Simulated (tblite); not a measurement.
```xyz
19
charge 0, multiplicity 1
Si   -2.7502   -0.2814   -0.7381
O    -1.9619   -1.1696    0.3612
C    -0.9808   -0.7967    1.2904
C     0.2415   -0.2258    0.6240
C     1.2916   -1.0520    0.2476
C     2.3914   -0.5304   -0.4111
C     2.4500    0.8216   -0.7030
C     1.4032    1.6506   -0.3362
C     0.3048    1.1288    0.3235
H    -1.8695    0.2140   -1.7993
H    -3.3967    0.8799   -0.1146
H    -3.6953   -1.2867   -1.1935
H    -1.4043   -0.0615    1.9872
H    -0.7221   -1.7029    1.8498
H     1.2447   -2.1080    0.4719
H     3.2047   -1.1811   -0.6968
H     3.3085    1.2287   -1.2166
H     1.4426    2.7056   -0.5641
H    -0.5121    1.7761    0.6100
```

What structure does this define?

The molecule is C7H10OSi. As SMILES it reads `[SiH3]OCc1ccccc1`. Independent rings (smallest set): 1 of 6 members, 1 of them aromatic. Among its groups: Si–H bond, Si–O bond. This geometry has C1 symmetry. Coordination: 1 Si tetrahedral; 1 O bent; 1 C tetrahedral; 6 C trigonal planar.

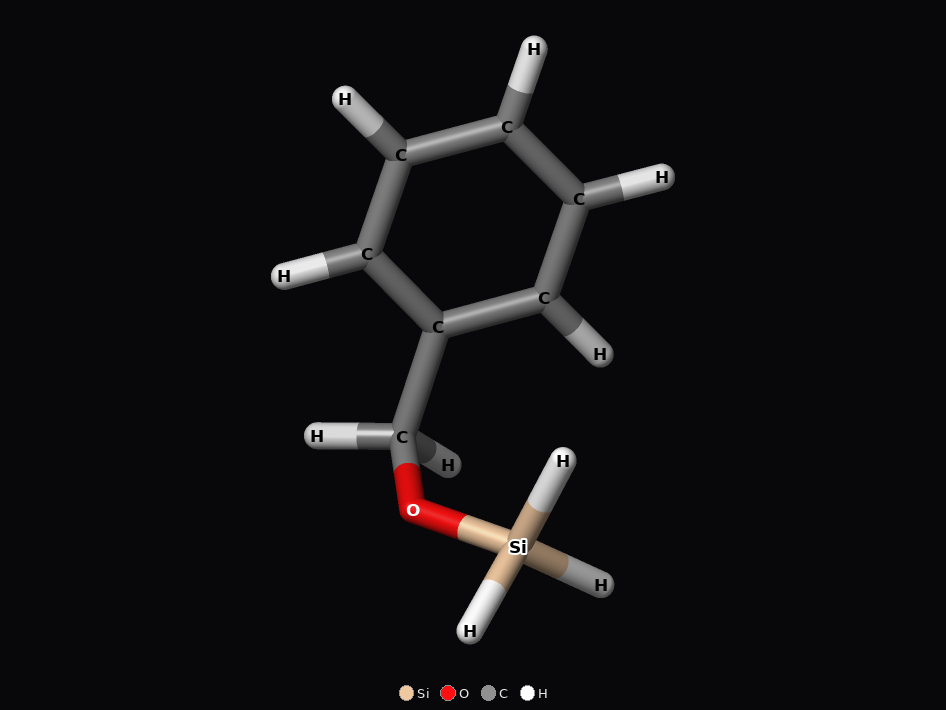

Simulated data, not a measurement (program: tblite).
